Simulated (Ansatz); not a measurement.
# NO2F (nitryl fluoride): levels of theory compared

Aim: a comparison of 6 runs (BLYP/STO-3G, UPBE/STO-3G, UPBE0/STO-3G, revPBE/STO-3G, CCSDTQ/STO-3G, CCSD/STO-3G) of NO2F (nitryl fluoride). 

The results are computed with Ansatz 0.2.0.

58 further runs of the same task are left out: 10 that didn't finish, 48 set aside as unsound or not needed.

**1. The structure to begin with**

The species is NO2F (4 atoms), meant as a singlet with charge 0. As SMILES, `O=[N+]([O-])F`. The N2–O1 distance was set to 1.718 Å, away from the relaxed value.

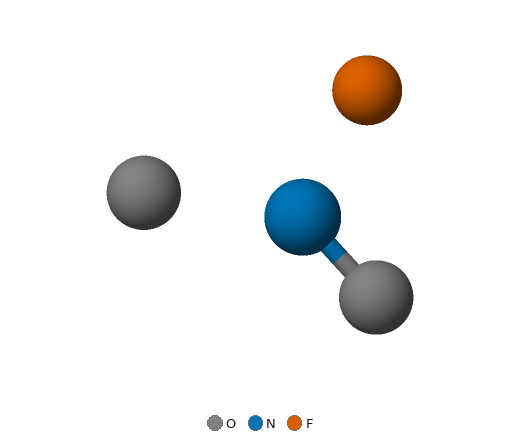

The structure, seen from a chosen angle (oxygen grey, nitrogen blue, fluorine orange).

**2. The energy at BLYP/STO-3G (run 1)**

Input file molecule.yaml:

```yaml
basis:
  gaussian:
    orbitals: STO-3G
crystal:
  periodic: [false, false, false]
  atoms:
    - {symbol: O, position_ang: [0.228258, 0.748066, 1.612517]}
    - {symbol: "N", position_ang: [0.109710, -0.098240, 0.122020]}
    - {symbol: O, position_ang: [0.475520, -1.064170, -0.373030]}
    - {symbol: F, position_ang: [-0.773970, 0.696460, -0.864650]}
hamiltonian:
  xc: {name: BLYP}
accuracy: high
```

Started as:

```
$ ansatz run molecule.yaml --threads 1 --pin off --max-ram 2610MiB --events-out events.jsonl --progress --plain --runs-dir runs
```

Standard output:

```text
Warning: RAYON_NUM_THREADS=1 ignored (pool sized by the plan → 1); use --threads N
Functional definition: BLYP
  name "BLYP"
  parameter beta = 0.0042
  parameter a = 0.04918
  parameter b = 0.132
  parameter c = 0.2533
  parameter d = 0.349
  exchange = b88_x(beta = beta)
  correlation = lyp_c(a = a, b = b, c = c, d = d)
364 factors; integrals over basis functions are off by at most 3.8e-8 eV
mean field evaluation 1: about -8168.0615 eV, gradient 4.5e1 eV
mean field evaluation 2: about -7988.4515 eV, gradient 9.0e1 eV
mean field evaluation 4: about -8120.7093 eV, gradient 9.0e1 eV
mean field evaluation 8: about -8176.2868 eV, gradient 2.7e-1 eV
mean field evaluation 16: about -8176.2873 eV, gradient 2.0e-8 eV
mean field -8176.28725904 eV, -300.4730146831 hartree, gradient 2.0e-8 eV, S^2 0.000000; 0 other end points of the search recorded, 0 dependent functions left out
reference -8176.28728193 eV, -300.4730155245 hartree; 16, 16 occupied and 4, 4 virtual orbitals, 364 factors
Total energy: -8176.28728193 eV, -300.4730155245 hartree
```

Run time: 1.2 s. Hardware: 1 thread of Arm Neoverse V1, shared host; peak memory 0.091 GiB.

**3. The energy at UPBE/STO-3G (run 2)**

molecule.yaml: that of step 2 with these lines changed.

```diff
@@ -1,4 +1,3 @@
 basis:
-  gaussian:
-    orbitals: STO-3G
+  gaussian: {orbitals: STO-3G}
 crystal:
@@ -10,4 +9,4 @@
     - {symbol: F, position_ang: [-0.773970, 0.696460, -0.864650]}
-hamiltonian:
-  xc: {name: BLYP}
+magnetization: {spin_polarized: true, initial_magnetization: 0}
+hamiltonian: {xc: {name: PBE}}
 accuracy: high
```

Started as:

```
$ ansatz run molecule.yaml --threads 1 --pin off --max-ram 2610MiB --events-out events.jsonl --progress --plain --runs-dir runs
```

Standard output:

```text
Warning: RAYON_NUM_THREADS=1 ignored (pool sized by the plan → 1); use --threads N
Functional definition: PBE
  name "PBE"
  parameter kappa = 0.804
  parameter beta = 0.06672455060314922
  exchange = pbe_x(kappa = kappa, mu = beta*pi^2/3)
  correlation = pbe_c(beta = beta)
364 factors; integrals over basis functions are off by at most 3.8e-8 eV
mean field evaluation 1: about -8162.4610 eV, gradient 3.2e1 eV
mean field evaluation 2: about -7983.2163 eV, gradient 6.4e1 eV
mean field evaluation 4: about -8116.2440 eV, gradient 6.3e1 eV
mean field evaluation 8: about -8170.5444 eV, gradient 3.8e-3 eV
mean field evaluation 16: about -8170.5592 eV, gradient 9.1e-1 eV
mean field evaluation 32: about -8166.1615 eV, gradient 1.9e1 eV
mean field -8170.56697755 eV, -300.2627982157 hartree, gradient 2.1e-8 eV, S^2 0.211882; 11 other end points of the search recorded, 0 dependent functions left out
reference -8170.56697833 eV, -300.2627982443 hartree; 16, 16 occupied and 4, 4 virtual orbitals, 364 factors
Total energy: -8170.56697833 eV, -300.2627982443 hartree
```

Run time: 4.5 s. Hardware: 1 thread of Arm Neoverse V1, shared host; peak memory 0.12 GiB.

Runs 3 to 5 aren't shown in full; the table further down has their settings and results.

**4. A single-point energy at CCSD/STO-3G (run 6)**

Input file run.yaml:

```yaml
crystal:
  periodic: [false, false, false]
  atoms:
    - {symbol: O, position_ang: [0.228258, 0.748066, 1.612517]}
    - {symbol: "N", position_ang: [0.109710, -0.098240, 0.122020]}
    - {symbol: O, position_ang: [0.475520, -1.064170, -0.373030]}
    - {symbol: F, position_ang: [-0.773970, 0.696460, -0.864650]}
basis:
  gaussian:
    orbitals: STO-3G
correlation:
  method: ccsd
  frozen_orbitals: {F: 1, "N": 1, O: 1}
accuracy: high
scf:
  omitted_lower_state_checks: [cluster_reference, increment]
```

Started as:

```
$ ansatz run run.yaml --threads 1 --pin off --max-ram 2610MiB --events-out events.jsonl --progress --plain --runs-dir runs
```

Standard output:

```text
Warning: RAYON_NUM_THREADS=1 ignored (pool sized by the plan → 1); use --threads N
[... 13 lines left out ...]
4 core orbitals not correlated: weight in the atoms' cores, before any rotation towards them, 1.000 or more for the frozen orbitals, at most 0.000 for the correlated occupied ones
[... 47 lines left out ...]
Total energy: -8147.53370978 eV, -299.4163412376 hartree
Checks for a lower state left out: cluster_reference, increment
```

It took 0.28 s on 1 thread of Arm Neoverse V1, shared host.

**5. All runs side by side**

```csv
run,level,frozen core orbitals,energy (Eh),wall time
1,BLYP/STO-3G,–,-300.473016,1.2 s
2,UPBE/STO-3G,–,-300.262798,4.5 s
3,UPBE0/STO-3G,–,-300.257610,7.8 s
4,revPBE/STO-3G,–,-300.502664,1.2 s
5,CCSDTQ/STO-3G,4,-299.446588,40 s
6,CCSD/STO-3G,4,-299.416341,0.28 s
```

**6. Outcome**

```
                                          quantity          value
                               run 6: total energy  -299.41634 Eh
run 6: correlation energy (4 core orbitals frozen)     -233.4 mEh
                              run 6: T1 diagnostic          0.048
```

In words: Totals of different functionals can't be ranked against each other. In run 6 the T1 diagnostic is large, so a single reference may not serve. In runs 5, 6 the log says that unrestricted orbitals would lower the reference, so the values rest on an unstable closed-shell determinant (other closed-shell runs at this shape may share the fault). In runs 1, 2, 3, 4, 5, 6 the basis is minimal, so the values are rough. Spin contamination of the reference: run 3 ⟨S²⟩ = 0.49, run 2 ⟨S²⟩ = 0.21. All runs together took 55 s, the longest 40 s.
